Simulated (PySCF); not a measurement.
Vertical excitations of a molecule C₅H₄O₂ from TDA-PBE/def2-SVPD (PySCF 2.14.0), as energy in eV (oscillator strength): 3.11 (0.000), 4.35 (0.021), 4.66 (0.009), 5.17 (0.005), 5.54 (0.004), 5.63 (0.000), 5.70 (0.000), 6.02 (0.386), 6.24 (0.000), 6.36 (0.029). Lowest triplet (TDA): 2.78 eV. Coordinates come from a TPSSh-D3(BJ)/def2-SVP optimisation. One conformer was computed; it need not be the lowest.

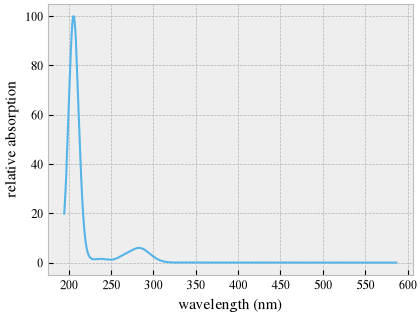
Figure. The lines broadened by 0.4 eV.

### Question
Identify the compound among the candidates.
A. C=C1C=COC1=O
B. C#CC1=COCO1
C. C#C[C@H]1OCC1=O
D. C=C=C1OC=CO1

### Answer
D, C=C=C1OC=CO1
